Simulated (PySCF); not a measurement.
**PH2F (phosphinous fluoride(8ci,9ci)) at wB97X-V/STO-3G**

Aim: the energy change on altering one bond length of PH2F (phosphinous fluoride(8ci,9ci)) at wB97X-V/STO-3G, from 2 runs. The job is set up through a Python script.

Program for the calculation: PySCF 2.14.0.

10 further runs of the same task are left out: 1 that didn't finish, 9 set aside as unsound or not needed.

## (1) Starting point

PH2F: 4 atoms, total charge 0, spin state singlet. SMILES: `FP`. The shape is that of a GFN2-xTB optimisation.

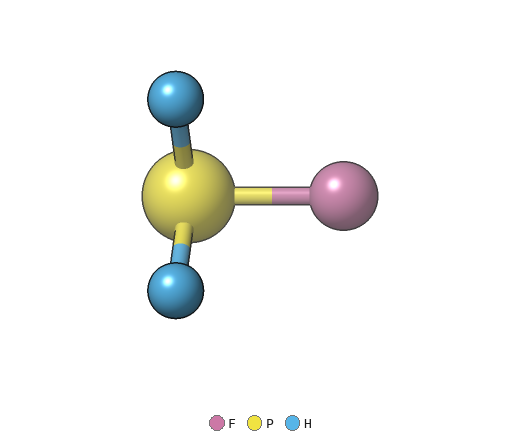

The structure, seen from a chosen angle (fluorine pink, phosphorus yellow, hydrogen blue).

## (2) A single-point energy at wB97X-V/STO-3G

File run.py:

```python
from pyscf import gto, dft

mol = gto.M(
    atom=[
    ('F', (1.160540, 0.668850, -0.222660)),
    ('P', (-0.072030, -0.369080, -0.479670)),
    ('H', (-1.053910, 0.574260, -0.129560)),
    ('H', (-0.034600, -0.874030, 0.831900)),
],
    max_memory=1860,
    basis='sto-3g',
    verbose=4,
    spin=0,
)

mf = dft.RKS(mol, xc='wb97x-v')
mf.nlcgrids.level = 1
mf.conv_tol = 1e-10
mf.grids.level = 5
mf.kernel()
if not mf.converged:
    mf = mf.newton().run(mf.mo_coeff, mf.mo_occ)

e_tot = mf.e_tot
print(f'total energy: {e_tot:.8f} hartree')
```

Run with:

```bash
$ OMP_NUM_THREADS=1 python run.py
```

Log:

```text
PySCF version 2.14.0

[INPUT] num. atoms = 4
[INPUT] num. electrons = 26
[INPUT] charge = 0
[INPUT] spin (= nelec alpha-beta = 2S) = 0
[INPUT] symmetry False subgroup None
[INPUT] Mole.unit = angstrom
[INPUT] Symbol           X                Y                Z      unit          X                Y                Z       unit  Magmom
[INPUT]  1 F      1.160540000000   0.668850000000  -0.222660000000 AA    2.193102756603   1.263943318415  -0.420766418896 Bohr   0.0
[INPUT]  2 P     -0.072030000000  -0.369080000000  -0.479670000000 AA   -0.136116972752  -0.697460118054  -0.906444930170 Bohr   0.0
[INPUT]  3 H     -1.053910000000   0.574260000000  -0.129560000000 AA   -1.991601259940   1.085194124293  -0.244832916699 Bohr   0.0
[INPUT]  4 H     -0.034600000000  -0.874030000000   0.831900000000 AA   -0.065384523910  -1.651677324654   1.572063163026 Bohr   0.0

nuclear repulsion = 59.6290175704312
number of shells = 10
number of NR pGTOs = 48
number of NR cGTOs = 16
basis = sto-3g
ecp = {}

******** <class 'pyscf.dft.rks.RKS'> ********
method = RKS
initial guess = minao
damping factor = 0
level_shift factor = 0
DIIS = <class 'pyscf.scf.diis.CDIIS'>
diis_start_cycle = 1
diis_space = 8
diis_damp = 0
SCF conv_tol = 1e-10
SCF conv_tol_grad = None
SCF max_cycles = 50
direct_scf = True
direct_scf_tol = 1e-13
XC library pyscf.dft.libxc version 7.0.0
    S. Lehtola, C. Steigemann, M. J.T. Oliveira, and M. A.L. Marques.,  SoftwareX 7, 1–5 (2018)
XC functionals = wb97x-v
    N. Mardirossian and M. Head-Gordon.,  Phys. Chem. Chem. Phys. 16, 9904-9924 (2014)
radial grids:
    Treutler-Ahlrichs [JCP 102, 346 (1995); DOI:10.1063/1.469408] (M4) radial grids

becke partition: Becke, JCP 88, 2547 (1988); DOI:10.1063/1.454033
pruning grids: <function nwchem_prune>
grids dens level: 5
symmetrized grids: False
atomic radii adjust function: <function treutler_atomic_radii_adjust>
** Following is NLC and NLC Grids **
NLC functional = wb97x-v
radial grids:
    Treutler-Ahlrichs [JCP 102, 346 (1995); DOI:10.1063/1.469408] (M4) radial grids

becke partition: Becke, JCP 88, 2547 (1988); DOI:10.1063/1.454033
pruning grids: <function nwchem_prune>
grids dens level: 1
symmetrized grids: False
atomic radii adjust function: <function treutler_atomic_radii_adjust>
small_rho_cutoff = 0
Set gradient conv threshold to 1e-05
Initial guess from minao.
tot grids = 134552
tot grids = 16656
init E= -436.712569267953
  HOMO = -0.268540218601146  LUMO = 0.114298131563405  gap/eV = 10.41756
cycle= 1 E= -436.913342559341  delta_E= -0.201  |g|= 0.321  |ddm|= 2.26
  HOMO = -0.115142404732347  LUMO = 0.328515664946321  gap/eV = 12.07255
cycle= 2 E= -436.958515892327  delta_E= -0.0452  |g|= 0.186  |ddm|= 0.984
  HOMO = -0.232043267153767  LUMO = 0.316783144824715  gap/eV = 14.93433
cycle= 3 E= -436.971793809216  delta_E= -0.0133  |g|= 0.00952  |ddm|=  0.3
  HOMO = -0.237690228554446  LUMO = 0.316658265126496  gap/eV = 15.08459
cycle= 4 E= -436.971863172225  delta_E= -6.94e-05  |g|= 0.00218  |ddm|= 0.0305
  HOMO = -0.236710429986677  LUMO = 0.317408135015858  gap/eV = 15.07833
cycle= 5 E= -436.97186684318  delta_E= -3.67e-06  |g|= 0.000534  |ddm|= 0.00622
  HOMO = -0.236691872614055  LUMO = 0.317253745552535  gap/eV = 15.07363
cycle= 6 E= -436.971867129954  delta_E= -2.87e-07  |g|= 4.63e-05  |ddm|= 0.00243
  HOMO = -0.236694888795969  LUMO = 0.31728874735906  gap/eV = 15.07466
cycle= 7 E= -436.971867131288  delta_E= -1.33e-09  |g|= 9.33e-06  |ddm|= 0.000117
  HOMO = -0.236692957745058  LUMO = 0.317287193826626  gap/eV = 15.07457
cycle= 8 E= -436.971867131384  delta_E= -9.58e-11  |g|= 1.06e-06  |ddm|= 4.39e-05
  HOMO = -0.236693309500483  LUMO = 0.317287519853455  gap/eV = 15.07459
Extra cycle  E= -436.971867131385  delta_E= -1.48e-12  |g|= 3.36e-07  |ddm|= 3.62e-06
converged SCF energy = -436.971867131385
total energy: -436.97186713 hartree
```

Run time: 9 s. Hardware: 1 thread of Arm Neoverse V2, shared host; peak memory 0.18 GiB.

## (3) The distorted shape

run.py, as its differences from that of step 2:

```diff
@@ -4,3 +4,3 @@
     atom=[
-    ('F', (1.160540, 0.668850, -0.222660)),
+    ('F', (1.776815, 1.187807, -0.094157)),
     ('P', (-0.072030, -0.369080, -0.479670)),
@@ -11,4 +11,3 @@
     basis='sto-3g',
-    verbose=4,
-    spin=0,
+    verbose=3,
 )
@@ -23,3 +22,3 @@
 
-e_tot = mf.e_tot
-print(f'total energy: {e_tot:.8f} hartree')
+energy = mf.e_tot
+print('E(%s) = %.9f' % ('WB97X-V', energy))
```

Run with:

```bash
$ OMP_NUM_THREADS=1 python run.py
```

Log:

```text
converged SCF energy = -436.827533294966
E(WB97X-V) = -436.827533295
```

Wall time 13 s (1 thread of Arm Neoverse V2, shared host); peak memory 0.18 GiB.

## (4) Outcome

Level: wB97X-V/STO-3G.

| quantity | value |
| --- | --- |
| first shape: total energy | -436.97187 Eh |
| first shape: dipole moment | 0.72 D |
| first shape: HOMO energy | -6.44 eV |
| first shape: LUMO energy | 8.63 eV |
| first shape: HOMO–LUMO gap | 15.07 eV |
| distorted shape: total energy | -436.82753 Eh |
| distorted shape: dipole moment | 1.54 D |
| distorted shape: HOMO energy | -6.39 eV |
| distorted shape: LUMO energy | 2.41 eV |
| distorted shape: HOMO–LUMO gap | 8.80 eV |
| energy change with the F1–P2 bond stretched from 1.632 to 2.448 Å | 3.928 eV |

What this shows: With the F1–P2 bond stretched from 1.632 to 2.448 Å the energy rises by 3.93 eV (379 kJ/mol). The first shape isn't relaxed at this level, so the change isn't measured from a minimum. The minimal basis adds a large error of its own. Mulliken charges (distorted shape) run from -0.14 on F1 to +0.31 on P2.
